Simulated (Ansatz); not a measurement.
Molecular dynamics of C2H8AlNO (part 4 of 4)

Continued. System: C2H8AlNO. Method: RKS CAM-B3LYP-D4/6-31G (Ansatz 0.2.0). It belongs to a series of runs on one base structure; here: dynamics from the start.

Geometry of the input (Å):
```
C  -1.5127  -1.2602  -0.7627
O  -1.1303  -0.3801  0.3240
C  0.2586  -0.2278  0.5168
N  0.8746  0.7695  -0.5065
Al 1.0768  1.2838  1.4798
H  -1.1728  -0.8743  -1.7315
H  -1.0987  -2.2642  -0.6116
H  -2.6004  -1.3061  -0.7532
H  0.8009  -1.1747  0.4211
H  1.5852  0.4267  -1.1438
H  0.1683  1.3225  -0.9853
H  0.1972  2.5839  1.7675
H  2.5738  1.0663  2.0001
```

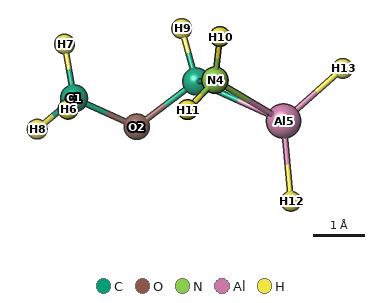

**Figure 1.** The geometry at step 128 of the log (ball-and-stick view, seen at a tilt; atoms are numbered from 1 in the order of the input).

**Trajectory as extended XYZ, continued**
```
13
Properties=species:S:1:pos:R:3:forces:R:3 step=101 time_fs=50.5 energy=-12331.35869 temperature=309.5
C    -1.5280   -1.2527   -0.4792   -0.9097  -0.5495   0.0583
O    -0.9186   -0.5246    0.6699   -2.9125  -0.7863  -0.4137
C     0.3973   -0.2933    0.4773    1.6845   1.3816   1.5843
N     0.7774    0.8434   -0.5173   -0.8798   0.4759  -4.3849
Al    1.2298    1.3288    1.3091    0.9217  -0.0868   1.1602
H    -1.8486   -0.4812   -1.2187    0.8892  -0.8220  -0.1205
H    -0.7639   -2.0185   -0.7146   -0.3333   0.5883  -0.9911
H    -2.4796   -1.8606   -0.3268    1.0908   1.0601   1.0068
H     0.9913   -1.1689    0.2876    0.3174  -0.4381  -0.5324
H     1.4618    0.5075   -1.2596   -0.7956   0.6913   1.3235
H    -0.0039    1.3553   -1.0979    1.5501  -1.3635   1.8063
H     0.3130    2.4773    2.0191    0.2039  -0.2803  -0.3487
H     2.8936    1.2323    1.5332   -0.8269   0.1294  -0.1480
13
Properties=species:S:1:pos:R:3:forces:R:3 step=106 time_fs=53.0 energy=-12331.78355 temperature=585.5
C    -1.5221   -1.2697   -0.4686   -1.1061   0.0340   1.1919
O    -0.9162   -0.5278    0.6937   -1.5445  -0.8388  -1.0410
C     0.4272   -0.2866    0.4786    0.8308   0.1154   1.4827
N     0.7850    0.8571   -0.5374   -1.3157  -0.0969  -0.9551
Al    1.2418    1.3294    1.2988    0.7000  -0.1883   1.2757
H    -1.7767   -0.5002   -1.1922    0.1135  -0.2592  -0.6065
H    -0.7947   -2.0068   -0.7883    0.1988  -0.0523  -0.5218
H    -2.4768   -1.8321   -0.2189    1.1770   0.9507   0.3291
H     0.9687   -1.2216    0.2442    0.0583   0.6194  -0.2974
H     1.4186    0.4985   -1.2163    0.9232   0.0697  -0.7197
H     0.0135    1.3302   -1.0292    0.1648  -0.3092   0.4396
H     0.3263    2.4408    2.0653    0.1770  -0.2336  -0.4281
H     2.8561    1.1955    1.5466   -0.3770   0.1890  -0.1493
13
Properties=species:S:1:pos:R:3:forces:R:3 step=110 time_fs=55.0 energy=-12331.72375 temperature=560.2
C    -1.5220   -1.2801   -0.4548    0.5832   0.8336   1.0740
O    -0.9173   -0.5337    0.7107   -0.2573  -0.7102  -1.3897
C     0.4562   -0.2800    0.4842   -0.2077  -0.5418   1.2627
N     0.7848    0.8648   -0.5559    0.6563  -1.5206   2.2958
Al    1.2528    1.3294    1.2927    0.4166  -0.3040   1.2018
H    -1.6984   -0.5190   -1.1933   -0.5550   0.1458  -0.7018
H    -0.8091   -1.9963   -0.8645    0.0833  -0.2424   0.1724
H    -2.4303   -1.7675   -0.1198   -0.1049   0.0791   0.0705
H     0.9469   -1.2379    0.1978    0.1455   0.9036  -0.0801
H     1.4100    0.4957   -1.1966    1.6848  -0.2725  -1.8649
H     0.0298    1.2927   -0.9515   -2.7019   1.4832  -1.5565
H     0.3438    2.3985    2.0885    0.0413  -0.0594  -0.3812
H     2.8143    1.1680    1.5501    0.2159   0.2055  -0.1029
13
Properties=species:S:1:pos:R:3:forces:R:3 step=115 time_fs=57.5 energy=-12331.61074 temperature=504.0
C    -1.5177   -1.2901   -0.4299    2.1034   1.7568  -0.2719
O    -0.9214   -0.5403    0.7312    1.3088  -0.4827  -1.6649
C     0.4922   -0.2735    0.4932   -1.4802  -0.4846   0.9112
N     0.7862    0.8697   -0.5708    0.1132  -1.2010  -0.3484
Al    1.2690    1.3294    1.2873    0.1668  -0.4742   0.8793
H    -1.6244   -0.5418   -1.2224   -1.0467  -0.0088   0.0157
H    -0.8254   -1.9975   -0.9432   -0.2768  -0.2540   1.1557
H    -2.3877   -1.6910    0.0008   -1.3372  -0.7224  -0.1483
H     0.9355   -1.2095    0.1404    0.4191   0.2976   0.0671
H     1.4688    0.4809   -1.2476   -0.8147   1.0540   0.1036
H    -0.0624    1.2976   -0.9284    0.1844  -0.0210  -0.5775
H     0.3758    2.3412    2.0858   -0.3101   0.3587  -0.1053
H     2.7746    1.1441    1.5558    0.9699   0.1818  -0.0162
13
Properties=species:S:1:pos:R:3:forces:R:3 step=119 time_fs=59.5 energy=-12331.30151 temperature=337.6
C    -1.5077   -1.2899   -0.4112    0.5990   1.2226  -0.1099
O    -0.9237   -0.5476    0.7434    2.3262  -0.2544  -1.7234
C     0.5170   -0.2711    0.5019   -2.1830  -0.0865   0.5629
N     0.7899    0.8689   -0.5836   -1.7419  -0.0169  -1.3215
Al    1.2830    1.3295    1.2848    0.2102  -0.5369   0.6538
H    -1.6135   -0.5602   -1.2354   -1.1335   0.0087   0.3963
H    -0.8460   -2.0045   -0.9710   -0.2738  -0.3017   1.5524
H    -2.4025   -1.6643    0.0887   -0.1614  -0.3425  -1.1099
H     0.9461   -1.1692    0.0966    0.5876  -0.4564   0.1084
H     1.4930    0.5114   -1.2887   -1.4465   1.1140   0.6234
H    -0.1459    1.3109   -0.9432    2.5828  -1.1162   0.3125
H     0.3923    2.3126    2.0800   -0.4850   0.5741   0.0616
H     2.7760    1.1257    1.5623    1.1193   0.1921  -0.0066
13
Properties=species:S:1:pos:R:3:forces:R:3 step=124 time_fs=62.0 energy=-12331.53873 temperature=475.2
C    -1.4944   -1.2827   -0.3880   -1.4771   0.7099   0.4311
O    -0.9192   -0.5565    0.7525    3.0363   0.0215  -1.5760
C     0.5413   -0.2686    0.5168   -2.2906  -0.4196  -0.2302
N     0.7923    0.8657   -0.6044   -1.9727   0.4466   0.2566
Al    1.3018    1.3268    1.2837    0.6107  -0.3148   0.7025
H    -1.6718   -0.5692   -1.2181   -0.7233  -0.0307   0.4890
H    -0.8930   -2.0321   -0.9334    0.2084  -0.3676   1.2212
H    -2.4218   -1.6617    0.1373    0.7841   0.0310  -1.5619
H     0.9859   -1.1451    0.0645    0.3690  -0.4441   0.4299
H     1.4560    0.6009   -1.3208   -0.1126   0.1150  -0.2383
H    -0.1113    1.2695   -0.9633    1.3947  -0.4617   0.2122
H     0.3942    2.3225    2.0693   -0.3303   0.4372  -0.0164
H     2.8328    1.1094    1.5692    0.5034   0.2774  -0.1196
13
Properties=species:S:1:pos:R:3:forces:R:3 step=128 time_fs=64.0 energy=-12331.63526 temperature=542.7
C    -1.4884   -1.2731   -0.3704   -1.9112   0.4361   0.1948
O    -0.9098   -0.5638    0.7525    3.1737   0.3037  -1.1957
C     0.5515   -0.2678    0.5306   -2.0172  -0.8961  -0.9523
N     0.7901    0.8650   -0.6198    1.0725  -0.7680   2.6295
Al    1.3192    1.3230    1.2835    0.8105   0.0532   0.8389
H    -1.7568   -0.5683   -1.1834   -0.0423  -0.1681   0.3212
H    -0.9157   -2.0705   -0.8573    0.3894  -0.0909   0.6612
H    -2.4155   -1.6588    0.1087    0.4265  -0.0928  -0.8809
H     1.0331   -1.1428    0.0700    0.0037  -0.0410   0.6994
H     1.4176    0.6838   -1.3551    1.1945  -0.6283  -0.8952
H    -0.0185    1.2273   -0.9762   -2.9502   1.4362  -1.0061
H     0.3804    2.3588    2.0483   -0.0004   0.1147  -0.2006
H     2.9000    1.1022    1.5698   -0.1495   0.3413  -0.2142
13
Properties=species:S:1:pos:R:3:forces:R:3 step=132 time_fs=66.0 energy=-12331.71514 temperature=547.8
C    -1.4864   -1.2631   -0.3521   -1.2294   0.2434  -0.5670
O    -0.8935   -0.5715    0.7483    2.8805   0.6072  -0.6285
C     0.5550   -0.2677    0.5403   -1.6601  -1.2080  -1.4190
N     0.7914    0.8613   -0.6290    0.5246  -0.1304   1.0263
Al    1.3385    1.3200    1.2845    0.7624   0.4561   0.8726
H    -1.8430   -0.5697   -1.1423    0.6898  -0.2339   0.0293
H    -0.9271   -2.1097   -0.7614    0.4630   0.2848   0.0103
H    -2.3955   -1.6643    0.0411   -0.7502  -0.4896   0.4271
H     1.0791   -1.1464    0.0985   -0.3151   0.2863   0.7763
H     1.4136    0.7340   -1.4129    0.6521  -0.7161   0.1705
H    -0.0268    1.2388   -1.0215   -1.7493   0.7824  -0.0987
H     0.3591    2.4046    2.0228    0.3742  -0.2506  -0.3650
H     2.9672    1.1038    1.5485   -0.6424   0.3685  -0.2340
13
Properties=species:S:1:pos:R:3:forces:R:3 step=137 time_fs=68.5 energy=-12331.50755 temperature=438.9
C    -1.4902   -1.2553   -0.3337   -0.8513  -1.0110  -0.6329
O    -0.8655   -0.5800    0.7419    2.0472   0.8249   0.0845
C     0.5558   -0.2740    0.5432   -1.4432  -0.4267  -1.2610
N     0.7911    0.8581   -0.6393   -2.0589   1.4363  -1.2906
Al    1.3641    1.3183    1.2883    0.4394   0.6164   0.5853
H    -1.9025   -0.5705   -1.0924    1.1359  -0.1262  -0.4891
H    -0.9119   -2.1504   -0.6488    0.1382   0.9174  -0.6099
H    -2.4118   -1.7046   -0.0211   -0.6471  -0.2498   1.1590
H     1.1274   -1.1308    0.1609   -0.2549  -0.1173   0.3297
H     1.4238    0.7519   -1.4575   -0.2409  -0.6264   1.0674
H    -0.1147    1.3014   -1.0719    1.9864  -1.0964   1.6127
H     0.3435    2.4444    1.9748    0.6315  -0.4770  -0.3799
H     3.0236    1.1245    1.5046   -0.8823   0.3355  -0.1750
13
Properties=species:S:1:pos:R:3:forces:R:3 step=141 time_fs=70.5 energy=-12331.51379 temperature=417.3
C    -1.4979   -1.2516   -0.3217   -1.3303  -2.5130   0.1819
O    -0.8401   -0.5842    0.7372    1.1479   0.9010   0.5394
C     0.5530   -0.2849    0.5401   -1.4179   1.1273  -0.6772
N     0.7832    0.8610   -0.6501   -2.0944   1.1257  -0.3278
Al    1.3849    1.3179    1.2929    0.0693   0.3884   0.1313
H    -1.9034   -0.5735   -1.0635    0.9577   0.1367  -0.9435
H    -0.8883   -2.1565   -0.5828   -0.2213   1.0889  -0.9602
H    -2.4597   -1.7509   -0.0210    0.7822   0.6137   0.8694
H     1.1511   -1.1094    0.2257    0.2736  -1.0119  -0.3218
H     1.4139    0.7403   -1.4455    0.0484  -0.5880   0.4451
H    -0.1205    1.3178   -1.0542    1.9423  -1.1196   1.4117
H     0.3666    2.4621    1.9246    0.5839  -0.4224  -0.2515
H     3.0346    1.1432    1.4618   -0.7414   0.2732  -0.0968
13
Properties=species:S:1:pos:R:3:forces:R:3 step=146 time_fs=73.0 energy=-12331.70460 temperature=539.8
C    -1.5139   -1.2584   -0.3083   -1.2966  -1.8971   0.6404
O    -0.8063   -0.5859    0.7305   -0.3560   0.8336   0.8982
C     0.5426   -0.2926    0.5325    0.2157   1.2878  -0.5359
N     0.7645    0.8666   -0.6618    1.8425  -1.4915   2.2028
Al    1.4090    1.3195    1.2985   -0.4340  -0.1669  -0.5029
H    -1.8622   -0.5734   -1.0754    0.6302  -0.0667  -0.6575
H    -0.8667   -2.1062   -0.5426   -0.0746   0.0740  -1.3384
H    -2.4822   -1.7732    0.0309    1.3511   1.0570   0.4004
H     1.1960   -1.1289    0.2858   -0.2218  -0.3059  -0.4476
H     1.4077    0.6877   -1.4146    0.2162  -0.3653  -0.1931
H    -0.0508    1.2918   -0.9767   -1.9573   0.9341  -0.5075
H     0.4167    2.4592    1.8497    0.2473  -0.0514   0.0296
H     3.0118    1.1784    1.4082   -0.1628   0.1584   0.0113
13
Properties=species:S:1:pos:R:3:forces:R:3 step=150 time_fs=75.0 energy=-12331.70821 temperature=554.6
C    -1.5314   -1.2692   -0.2946   -0.0319  -0.1396  -0.0775
O    -0.7786   -0.5823    0.7280   -1.7957   0.4250   0.9702
C     0.5331   -0.2949    0.5235    2.0581   1.0368  -0.4780
N     0.7518    0.8657   -0.6639    3.2448  -2.5527   2.4992
Al    1.4277    1.3210    1.3024   -0.9655  -0.6656  -0.9370
H    -1.8097   -0.5733   -1.1114    0.3050  -0.4984   0.1756
H    -0.8513   -2.0545   -0.5723    0.0062  -0.6925  -1.1656
H    -2.4550   -1.7452    0.0917    0.5864   0.6158   0.2858
H     1.2339   -1.1524    0.3133   -0.9044   0.5529  -0.4420
H     1.4133    0.6229   -1.3940   -0.3665   0.0929  -0.1295
H    -0.0530    1.3101   -0.9249   -2.6214   1.4061  -1.0571
H     0.4592    2.4478    1.7952   -0.1300   0.3659   0.2670
H     2.9783    1.2181    1.3663    0.6149   0.0534   0.0890
```
